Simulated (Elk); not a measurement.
Band structure of Er (P6_3/mmc, 2 atoms in the cell).

```yaml
crystal:
  lattice:
    - [3.53862, 0.00000, 0.00000]
    - [-1.76931, 3.06453, 0.00000]
    - [0.00000, 0.00000, 5.43042]
  atoms:
    - { symbol: Er, position: [0.33333, 0.66667, 0.25000], spin: 3.0 }
    - { symbol: Er, position: [0.66667, 0.33333, 0.75000], spin: 3.0 }
```
(The spins are starting values, not results.)

Method of the run: PBE, all-electron FP-LAPW, Elk's shipped species files, APW+lo basis with extra local orbitals in Elk.

Settings: xctype = 20; spinpol = true; rgkmax = 7.5; stype = 3; swidth = 0.00499791 Ha; ngridk = 11 11 6; reducebf = 0.8; gmaxvr = 14 1/bohr; nxlo = 2; lorbcnd = true; lmaxi = 2; nempty = 8 per atom; bfcmt = [[0.0, 0.0, -1.5], [0.0, 0.0, -1.5]].

The starting cell comes from a database of computed structures (which also holds hypothetical and non-ambient phases and stackings), without a prior relaxation at this level. Its lattice was rescaled by a random factor within 2.5 % of one. Spin-orbit coupling is off. The magnetic order is the one reached from the typed start; others were not searched systematically. With U or open f shells several self-consistent states can exist. The f electrons are in the valence without U or exact exchange, which can misplace them near the Fermi level. Spin-orbit terms, which matter for f shells, are left out. Values depend on the basis (sphere radii, cutoffs, local orbitals), which need not be converged.

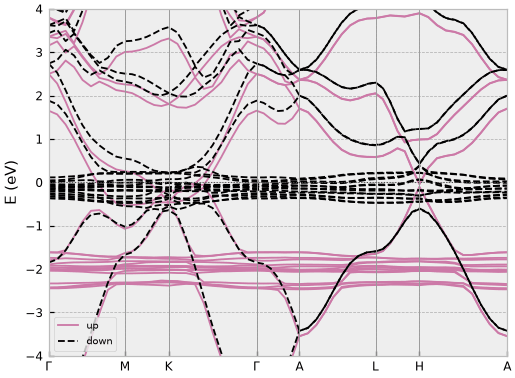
Fig. 1. Bands along the path, energies from the Fermi level.

Levels in eV from the Fermi level, bands 21 to 28 of the first spin channel:
| point | 21 | 22 | 23 | 24 | 25 | 26 | 27 | 28 |
|---|---|---|---|---|---|---|---|---|
| Γ | -1.80 | -1.74 | -1.61 | -1.61 | 1.65 | 2.50 | 2.50 | 3.15 |
| M | -1.74 | -1.72 | -1.63 | -1.07 | -0.53 | 0.26 | 2.09 | 2.26 |
| K | -1.76 | -1.72 | -0.47 | -0.47 | -0.46 | -0.18 | 1.81 | 1.81 |
| A | -1.78 | -1.74 | -1.61 | -1.61 | 1.70 | 1.70 | 2.36 | 2.36 |
| L | -1.73 | -1.73 | -1.65 | -1.65 | 0.58 | 0.59 | 2.05 | 2.06 |
| H | -1.76 | -1.76 | -0.11 | -0.10 | -0.04 | -0.04 | 0.99 | 0.99 |

Bands cross the Fermi level along this path, so the cell is metallic at this level.

The net moment of the cell came out as 4.79 μB.
